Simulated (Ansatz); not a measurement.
**Run report: CH7AlO, frequency calculation**

- system: CH7AlO
- method: RKS BLYP-D4/6-31G* (Ansatz 0.2.0)

It belongs to a series of runs on one base structure; here: vibrations at the highest image of the band.

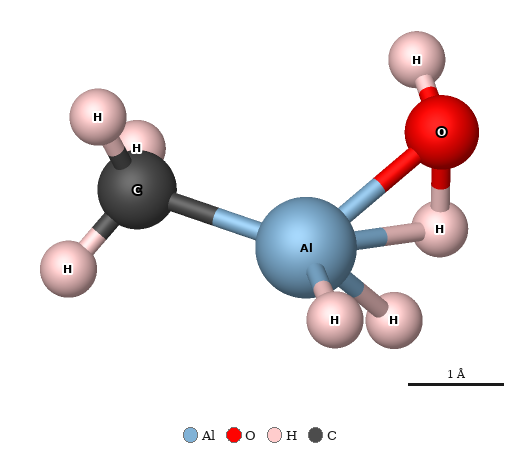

*The structure (ball-and-stick view, seen at a tilt). Sticks mark near contacts.*

The input
```yaml
crystal:
  periodic: [false, false, false]
  atoms:
    - { symbol: Al, position_ang: [0.028297, 0.176596, -0.005066] }
    - { symbol: O, position_ang: [-0.09718, 0.187201, 1.922423] }
    - { symbol: H, position_ang: [-1.011134, 0.158625, 2.282522] }
    - { symbol: H, position_ang: [1.413643, -0.438133, -0.49101] }
    - { symbol: C, position_ang: [-1.705617, -0.066062, -0.909933] }
    - { symbol: H, position_ang: [-2.013262, -1.128303, -0.912211] }
    - { symbol: H, position_ang: [-2.525043, 0.513195, -0.448936] }
    - { symbol: H, position_ang: [-1.645786, 0.245236, -1.968691] }
    - { symbol: H, position_ang: [0.274516, 1.880183, 0.528093] }
    - { symbol: H, position_ang: [0.08437, 1.318761, 1.443008] }
basis:
  gaussian: { orbitals: "6-31G*" }
hamiltonian:
  xc: blyp
  dispersion: d4
phonons: {}
```

Run on 1 thread of Arm Neoverse V2, 24 GiB of memory available, shared host.

Run as:
```bash
ansatz run input.yaml --threads 1 --pin off --max-ram 2048MiB --backend cpu --events-out ev --progress --plain --runs-dir out
```

Output
```
Engine: ansatz 0.2.0, aarch64-unknown-linux-gnu
Functional definition: BLYP
  parameter beta = 0.0042
  parameter a = 0.04918
  parameter b = 0.132
  parameter c = 0.2533
  parameter d = 0.349
  exchange = b88_x(beta = beta)
  correlation = lyp_c(a = a, b = b, c = c, d = d)
830 factors; their error is unknown
mean field evaluation 1: about -9781.0205 eV, gradient 7.5e1 eV
mean field evaluation 2: about -9748.7829 eV, gradient 1.4e2 eV
mean field evaluation 4: about -9792.4261 eV, gradient 1.1e1 eV
mean field evaluation 8: about -9792.6886 eV, gradient 2.6e-1 eV
mean field evaluation 16: about -9792.6548 eV, gradient 7.1e-5 eV
mean field -9792.65480792 eV, -359.8734264914 hartree, gradient 7.1e-5 eV, S^2 0.000000; 0 other end points of the search recorded, 0 dependent functions left out
the calculation of the forces begins
reference -9792.65513959 eV, -359.8734386798 hartree; 17, 17 occupied and 46, 46 virtual orbitals, 830 factors
these checks for a lower state are left out or cut short: stability, starts, cluster_reference, orbital_swaps, neighbouring_geometries, increment
830 factors; their error is unknown
mean field -9792.65476529 eV, -359.8734249245 hartree, gradient 1.5e-6 eV, S^2 0.000000; 0 other end points of the search recorded, 0 dependent functions left out
[... from here on the field's lines of each further geometry are left out, up to the last ...]
the calculation of the forces begins
reference -9792.65514629 eV, -359.8734389262 hartree; 17, 17 occupied and 46, 46 virtual orbitals, 830 factors
these checks for a lower state are left out or cut short: stability, starts, cluster_reference, orbital_swaps, neighbouring_geometries, increment
830 factors; their error is unknown
mean field -9792.65478598 eV, -359.8734256848 hartree, gradient 1.6e-6 eV, S^2 0.000000; 0 other end points of the search recorded, 0 dependent functions left out
the calculation of the forces begins
reference -9792.65511763 eV, -359.8734378729 hartree; 17, 17 occupied and 46, 46 virtual orbitals, 830 factors
WARN: phonons: modes at or below zero, which the zero-point energy, F, S and C_V leave out: 1, the lowest at -1175.30 cm⁻¹. A minimum has none, and a first-order saddle one
Total energy: -9792.95282820 eV, -359.8843785345 hartree
Atom 0 at     0.028297     0.176596    -0.005066 Å, force    -0.000397     0.001415    -0.002661 eV/Å
Atom 1 at    -0.097180     0.187201     1.922423 Å, force     0.001402    -0.000518     0.001683 eV/Å
Atom 2 at    -1.011134     0.158625     2.282522 Å, force    -0.001005     0.000946    -0.000928 eV/Å
Atom 3 at     1.413643    -0.438133    -0.491010 Å, force    -0.000735    -0.001114     0.000443 eV/Å
Atom 4 at    -1.705617    -0.066062    -0.909933 Å, force     0.003583    -0.002041     0.003894 eV/Å
Atom 5 at    -2.013262    -1.128303    -0.912211 Å, force    -0.000596     0.000989    -0.001072 eV/Å
Atom 6 at    -2.525043     0.513195    -0.448936 Å, force    -0.001371    -0.000414    -0.000271 eV/Å
Atom 7 at    -1.645786     0.245236    -1.968691 Å, force    -0.000065     0.001138    -0.000808 eV/Å
Atom 8 at     0.274516     1.880183     0.528093 Å, force    -0.001260     0.000520    -0.000354 eV/Å
Atom 9 at     0.084370     1.318761     1.443008 Å, force     0.000444    -0.000920     0.000074 eV/Å
Dipole moment:    -0.448927     0.017400     0.172875 e Å
Vibrations: -1175.30 84.98 163.66 303.01 493.47 525.34 560.92 614.09 645.92 745.04 766.15 785.30 977.83 1251.29 1428.78 1455.45 1458.93 1559.28 1816.18 1905.34 2950.95 3012.83 3022.82 3601.94 cm⁻¹, zero-point energy 1.867790 eV
```

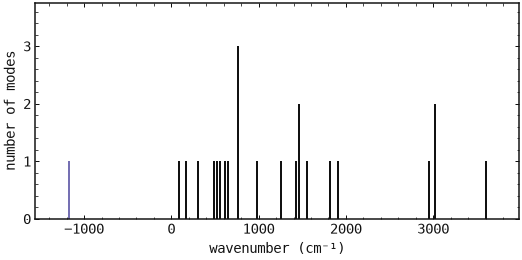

*Harmonic vibrational wavenumbers from the force constants; neighbouring modes closer than 22 cm⁻¹ are counted in one stick, and imaginary ones are drawn at negative wavenumbers.*

24 modes from 1175i to 3602 cm⁻¹, 1 imaginary beyond 8i (1175i cm⁻¹): a first-order saddle point, if the geometry is stationary.

Key numbers

```csv
quantity,value
outcome,converged
total energy,−9792.9528 eV
mean-field energy,−9792.6551 eV
largest force (length of the vector),0.006 eV/Å
wall time,61 s
peak memory,0.099 GiB
```
